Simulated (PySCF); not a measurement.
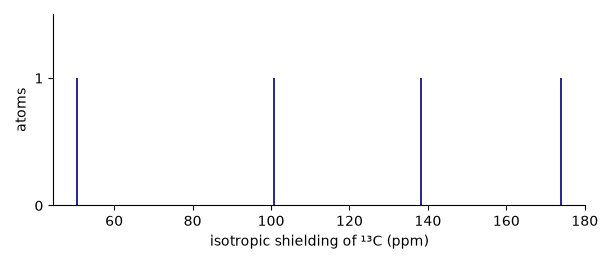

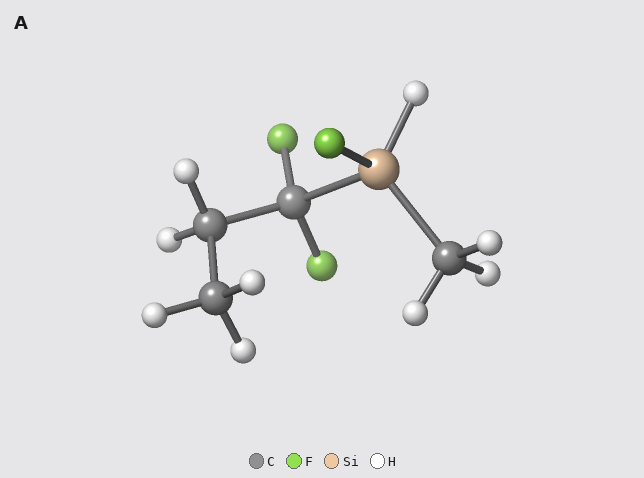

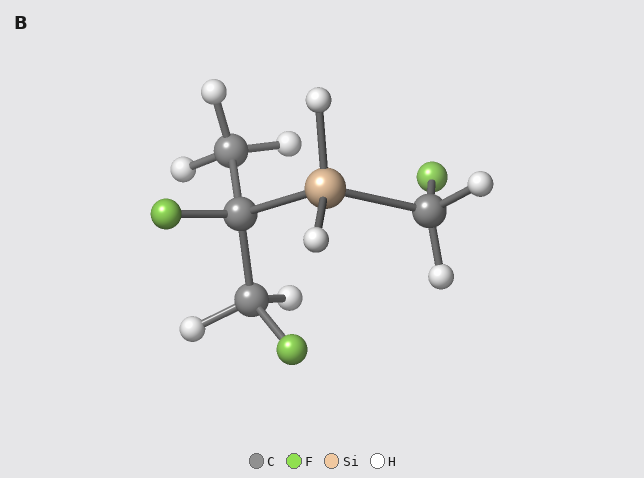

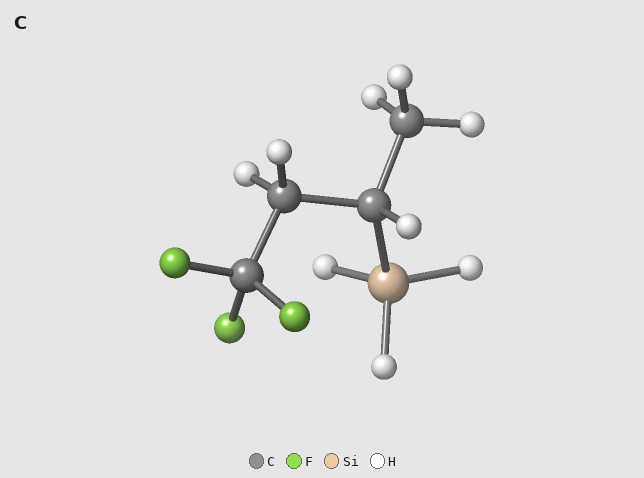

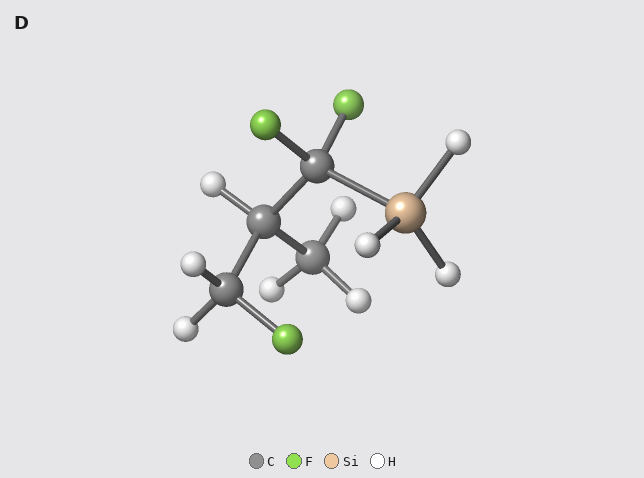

The sticks are computed shieldings of one of the molecules, for one fixed geometry (GFN2-xTB) without averaging over rotations. Low shielding means a high chemical shift. Method: GIAO PBE0/pcSseg-1 NMR shielding, non-relativistic, gas phase (PySCF 2.14.0).

Match the spectrum to a structure.

D, `C[C@@H](CF)C(F)(F)[SiH3]`. Its 4 C atoms give lines at 50.6, 100.7, 138.3, 174.0 ppm.

The geometry is semi-empirical. Around Si such bond lengths and angles can be off by a tenth of an ångström or more and by several degrees, and values that hang on the shape move with them.
